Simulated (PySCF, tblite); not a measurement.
**C₇H₆NO radical: geometry, infrared bands and EPR parameters**

Aim: predict the infrared bands and EPR parameters of C₇H₆NO radical (`[c]1cncc2c1COC2`).

Programs: tblite 0.8.0 and PySCF 2.14.0, with density-fitted response routines of our own. Each step states its level of theory. These are calculated values for one molecule in the gas phase, unless marked as measured. Atoms are numbered from 0 throughout.

**1. Starting geometry**

15 atoms, charge 0, multiplicity 2; geometry from: force field or distance geometry start.

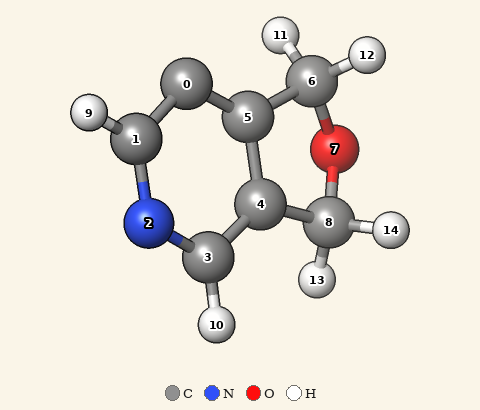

The starting geometry (carbon grey, nitrogen blue, oxygen red, hydrogen white), atoms numbered.

**2. Optimising the geometry with GFN2-xTB**

The job: settings as JSON, then the geometry in Å.

```
{"job": {"kind": "relax", "xc": "GFN2-xTB", "basis": "xTB"}, "charge": 0, "multiplicity": 2}
C      1.115200    -1.529300    -0.387800
C      2.334500    -0.858300    -0.446300
N      2.382200     0.475000    -0.228700
C      1.257400     1.216400     0.011300
C      0.010100     0.582600     0.084800
C     -0.044000    -0.800000    -0.134300
C     -1.489400    -1.117800    -0.005400
O     -2.151300     0.121200    -0.165300
C     -1.349100     1.105300     0.329400
H      3.233400    -1.435500    -0.632500
H      1.325400     2.274500     0.175500
H     -1.822400    -1.712600    -0.896200
H     -1.728300    -1.588800     0.967200
H     -1.513500     2.106100    -0.118400
H     -1.564600     1.169100     1.424900
```

The run is started by

```sh
OMP_NUM_THREADS=1 python probes_run.py task.json out
```

This one command runs all jobs of the session in turn.

Standard output:

```text
step      E/eV     max force
  0    -677.89122    2.460
  1    -678.11369    0.887
  2    -678.16620    0.677
  3    -678.22760    0.464
  4    -678.25622    0.438
  5    -678.26944    0.332
  6    -678.27581    0.224
  7    -678.28167    0.215
  8    -678.28471    0.135
  9    -678.28634    0.101
 10    -678.28773    0.103
 11    -678.28966    0.158
 12    -678.29174    0.145
 13    -678.29363    0.113
 14    -678.29541    0.109
 15    -678.29739    0.117
 16    -678.29936    0.151
 17    -678.30109    0.122
 18    -678.30281    0.112
 19    -678.30483    0.145
 20    -678.30702    0.145
 21    -678.30878    0.108
 22    -678.30978    0.068
 23    -678.31038    0.070
 24    -678.31103    0.077
 25    -678.31182    0.074
 26    -678.31255    0.064
 27    -678.31312    0.056
 28    -678.31364    0.051
 29    -678.31412    0.061
 30    -678.31445    0.042
 31    -678.31463    0.027
 32    -678.31474    0.025
 33    -678.31484    0.032
 34    -678.31494    0.027
 35    -678.31504    0.023
 36    -678.31513    0.027
 37    -678.31524    0.031
 38    -678.31535    0.037
 39    -678.31545    0.024
 40    -678.31551    0.021
 41    -678.31558    0.026
 42    -678.31567    0.028
 43    -678.31574    0.022
 44    -678.31578    0.015
 45    -678.31581    0.012
 46    -678.31582    0.011
 47    -678.31584    0.012
 48    -678.31585    0.007
```

Run time: 0.29 s. Hardware: 1 thread of Arm Neoverse V1, shared host.

Relaxation path: (not every step is listed)

```tsv
step	energy from step 0 (eV)	largest force (eV/Å)
0	0.0000	2.4601
1	-0.2225	0.8865
2	-0.2750	0.6771
3	-0.3364	0.4644
4	-0.3650	0.4381
5	-0.3782	0.3318
6	-0.3846	0.2239
7	-0.3904	0.2152
8	-0.3935	0.1347
11	-0.3984	0.1577
14	-0.4042	0.1095
17	-0.4099	0.1216
20	-0.4158	0.1450
23	-0.4192	0.0696
26	-0.4213	0.0640
29	-0.4229	0.0613
32	-0.4235	0.0249
35	-0.4238	0.0234
38	-0.4241	0.0372
41	-0.4244	0.0263
43	-0.4245	0.0224
44	-0.4246	0.0149
45	-0.4246	0.0123
46	-0.4246	0.0108
47	-0.4246	0.0117
48	-0.4246	0.0071
```

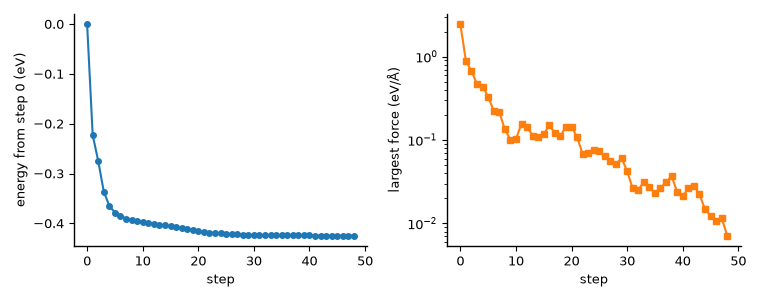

Energy and force, step by step.

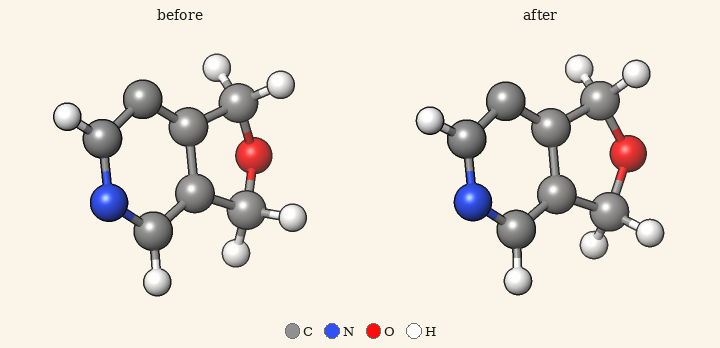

Before and after, at one scale.

Close pairs (by a distance rule), those that changed most:

```tsv
bond	before (Å)	after (Å)	change (Å)
O7–C8	1.363	1.421	+0.058
N2–C3	1.368	1.319	-0.050
C0–C5	1.393	1.364	-0.028
C6–H11	1.122	1.095	-0.026
C1–N2	1.352	1.326	-0.026
C3–C4	1.401	1.380	-0.021
C0–C1	1.393	1.373	-0.020
C4–C8	1.477	1.495	+0.018
```

The next job starts from the end point, and lists it.

**3. Infrared spectrum with GFN2-xTB**

The job: settings as JSON, then the geometry in Å.

```
{"job": {"kind": "ir", "xc": "GFN2-xTB", "basis": "xTB"}, "charge": 0, "multiplicity": 2}
C      1.075269    -1.478642    -0.401954
C      2.292528    -0.843665    -0.427538
N      2.368058     0.459706    -0.195777
C      1.287852     1.171615     0.058794
C      0.031817     0.600344     0.093625
C     -0.066030    -0.776514    -0.145163
C     -1.507626    -1.159848    -0.041936
O     -2.227174     0.057508     0.106376
C     -1.338416     1.138504     0.352818
H      3.223584    -1.349579    -0.630777
H      1.444953     2.226903     0.237388
H     -1.870471    -1.677095    -0.936736
H     -1.676985    -1.810787     0.828915
H     -1.601959     1.967711    -0.313889
H     -1.439814     1.481828     1.393942
```

Standard output:

```text
mode    cm-1     km/mol
  1      66.1     16.12
  2     162.3      0.08
  3     209.7      0.70
  4     368.6      5.49
  5     413.9      0.24
  6     468.0      2.84
  7     514.2     11.31
  8     562.0      9.88
  9     636.3      8.07
 10     691.9     10.99
 11     822.7      5.71
 12     824.0     27.84
 13     853.1      3.87
 14     875.3      0.08
 15     951.1     14.96
 16     964.5     22.63
 17     983.9      0.12
 18    1057.5     53.98
 19    1101.7     10.55
 20    1132.7      8.32
 21    1134.6      4.63
 22    1154.0      0.60
 23    1201.6      1.42
 24    1234.8      8.72
 25    1252.4      7.45
 26    1262.7      1.95
 27    1298.6      1.19
 28    1388.1     39.17
 29    1428.5      5.78
 30    1459.4      3.49
 31    1464.4      2.38
 32    1502.0     34.42
 33    1593.5     25.17
 34    2848.5     40.61
 35    2856.8     47.92
 36    2919.9     28.18
 37    2929.6     28.32
 38    3058.3     13.28
 39    3085.1     15.98
```

It took 0.47 s on 1 thread of Arm Neoverse V1, shared host.

Which atoms move in the most intense modes:

```tsv
cm⁻¹	km/mol	atoms
824	27.8	N2 26 %, C8 14 %, C1 13 %, C6 12 %
1058	54.0	O7 44 %, C8 26 %, C6 25 %
1388	39.2	C1 24 %, C4 18 %, C5 14 %, C0 13 %
1502	34.4	C4 38 %, N2 17 %, C1 14 %, C5 12 %
2848	40.6	H14 85 %
2857	47.9	H12 86 %
2920	28.2	H13 87 %
2930	28.3	H11 88 %
```

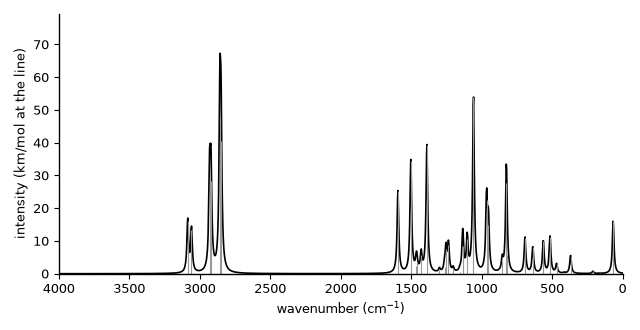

The infrared spectrum from these modes, unscaled. Lines are broadened to a width of 14 cm⁻¹ (Lorentzian).

**4. g tensor and hyperfine couplings: B3LYP/pcH-1**

The job, as its differences from that of step 3:

```diff
@@ -1,2 +1,2 @@
-{"job": {"kind": "ir", "xc": "GFN2-xTB", "basis": "xTB"}, "charge": 0, "multiplicity": 2}
+{"job": {"kind": "epr", "basis": "pcH-1"}, "charge": 0, "multiplicity": 2}
 C      1.075269    -1.478642    -0.401954
```

Method: UKS B3LYP, pcH-1 on C H N O, non-relativistic, mean-field spin-orbit, GIAO.

Standard output:

```text
UKS, coarse grid
  cycle   1  E = -400.16637939  |g| = 4.40e-01
  cycle   2  E = -400.07649083  |g| = 6.78e-01
  cycle   3  E = -400.23647292  |g| = 8.88e-02
  cycle   4  E = -400.23786323  |g| = 6.78e-02
  cycle   5  E = -400.24017067  |g| = 2.09e-02
  cycle   6  E = -400.24039414  |g| = 5.74e-03
  cycle   7  E = -400.24042010  |g| = 3.47e-03
  cycle   8  E = -400.24043079  |g| = 2.01e-03
  cycle   9  E = -400.24043592  |g| = 7.59e-04
UKS, final grid
  cycle   1  E = -400.24045239  |g| = 1.08e-03
  cycle   2  E = -400.24045129  |g| = 1.92e-03
  cycle   3  E = -400.24045329  |g| = 2.70e-04
  cycle   4  E = -400.24045337  |g| = 1.73e-04
  cycle   5  E = -400.24045349  |g| = 1.00e-04
  cycle   6  E = -400.24045349  |g| = 2.30e-05
E = -400.24045349 Eh   <S^2> = 0.7570 (exact 0.7500)
g shifts (ppm)      1          2          3
  rmc          -172       -172       -172
  gc             40         10         -8
  oz_so        -575         10       1501
  total        -706       -151       1322
hyperfine (MHz)  atom isotope    a_iso     a_fc   dipolar eigenvalues
    0   13C     379.95     379.95    -75.73    -59.84    135.57
    1   13C      13.01      13.01    -13.96     -2.62     16.58
    2   14N      -1.02      -1.02     -6.35     -3.74     10.09
    3   13C      -5.10      -5.10     -6.72      2.76      3.96
    4   13C      19.79      19.79     -7.95     -4.28     12.24
    5   13C      14.16      14.16    -13.66     -2.63     16.29
    6   13C      17.09      17.09     -3.07     -2.79      5.86
    7   17O      -3.51      -3.51     -0.49      0.18      0.30
    8   13C      -1.75      -1.75     -1.13     -0.71      1.84
    9    1H      15.89      15.89     -6.68     -4.45     11.14
   10    1H      21.42      21.42     -1.92      0.04      1.88
   11    1H      -4.50      -4.50     -3.29     -2.01      5.29
   12    1H      -4.59      -4.59     -3.01     -1.97      4.98
   13    1H       3.75       3.75     -1.21     -0.86      2.07
   14    1H       3.49       3.49     -1.20     -0.91      2.11
```

It took 92 s on 1 thread of Arm Neoverse V1, shared host; peak memory 0.97 GiB.

Principal g values 2.00161, 2.00217, 2.00364; g(iso) = 2.00247, against 2.00232 for a free electron.

Mean a(iso) over the nuclei that a row names, and the largest dipolar term of the row (other rows stand at the frozen geometry):

```tsv
nuclei	isotope	a(iso) (MHz)	a(iso) (G, at g = 2.0023)	largest dipolar term (MHz)
C0	13C	380.0	135.6	135.6
H10	1H	21.4	7.6	-1.9
C4	13C	19.8	7.1	12.2
C6	13C	17.1	6.1	5.9
H9	1H	15.9	5.7	11.1
C5	13C	14.2	5.1	16.3
C1	13C	13.0	4.6	16.6
C3	13C	-5.1	-1.8	-6.7
H11, H12	1H	-4.5	-1.6	5.3
H13, H14	1H	3.6	1.3	2.1
O7	17O	-3.5	-1.3	-0.5
C8	13C	-1.7	-0.6	1.8
N2	14N	-1.0	-0.4	10.1
```

Mulliken spin populations:

C0 0.96; C1 -0.05; N2 0.09; C3 -0.04; C4 0.07; C5 -0.09; C6 0.02; O7 0.00; C8 0.00; H9 0.01; H10 0.01; H11 0.00; H12 0.00; H13 0.00; H14 0.00

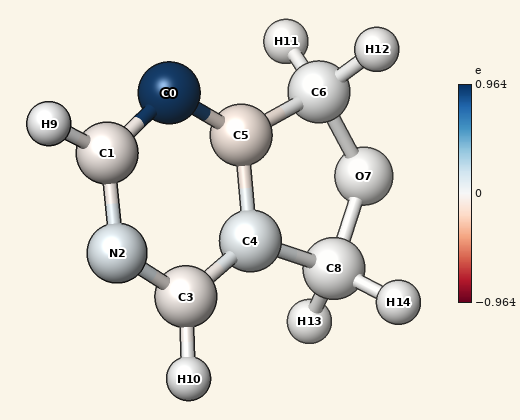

Mulliken spin populations, as colours on the atoms.

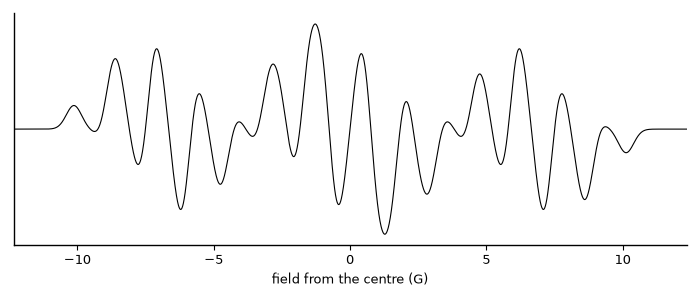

First-order isotropic spectrum (first derivative, main isotopes with spin only, couplings over 0.8 MHz, Gaussian width 0.3 G; couplings of the frozen geometry, rotation of groups not averaged beyond the rows shown).

Orbitals, density, ELF and potential are computed afterwards from the orbital file.

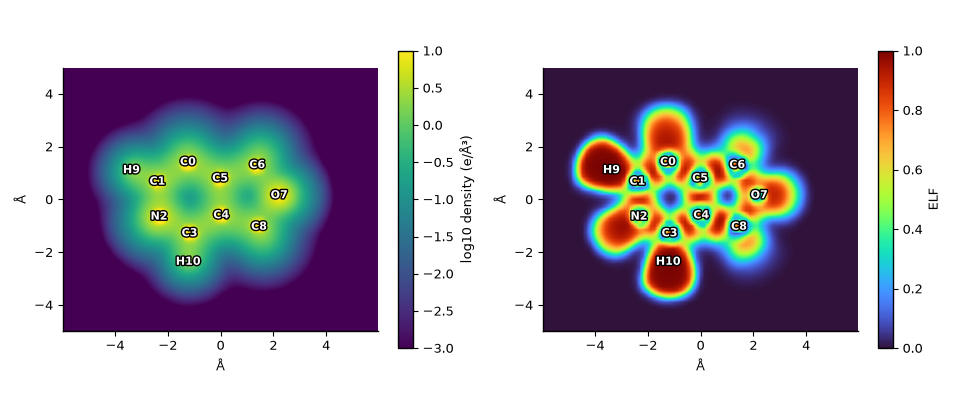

Density (left) and ELF (right) in a plane through or near 11 of the atoms.

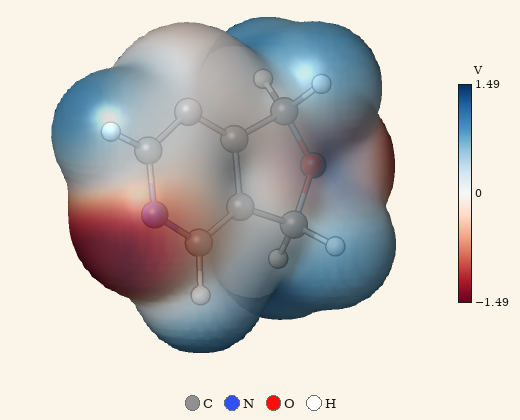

Electrostatic potential on the surface of density 0.002 e/bohr³; red is low, blue high. It runs from -1.49 V near N2 to 1.13 V near H10.

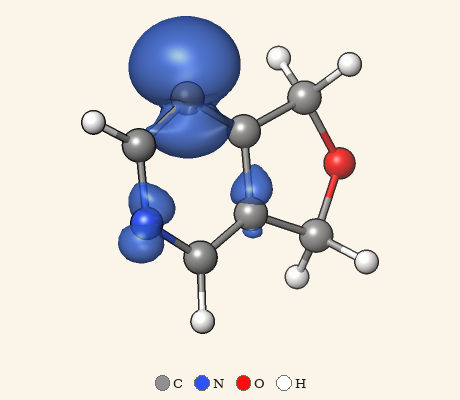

Spin density at ±0.05 e/Å³ (alpha excess blue, beta excess red).

**5. Outcome**

```
                                 quantity                 value
strongest single infrared mode (GFN2-xTB)  1058 cm⁻¹, 54 km/mol
             zero-point energy (GFN2-xTB)         69.7 kcal/mol
                           g(iso) (B3LYP)               2.00247
                                     ⟨S²⟩    0.757 (exact 0.75)
       largest a(iso) (averaged by class)  13C on C0, 380.0 MHz
    surface potential, least and greatest    -1.49 V and 1.13 V
```

What this shows: The optimisation took 48 steps and gained 0.425 eV; among the close pairs (by a distance rule), O7–C8 changed most, from 1.363 to 1.421 Å. No mode is imaginary among the 39: a minimum at this level. The strongest single mode, at 1058 cm⁻¹, has its largest shares on O7, C8 and C6 (the list is cut at 3 atoms). GFN2-xTB is a fitted tight-binding method: band positions and strengths are rough. Its intensities can rank the bands wrongly. Most of the unpaired spin sits on C0 (0.96 e). The isotropic g lies 0.2 ppt above the free-electron value.
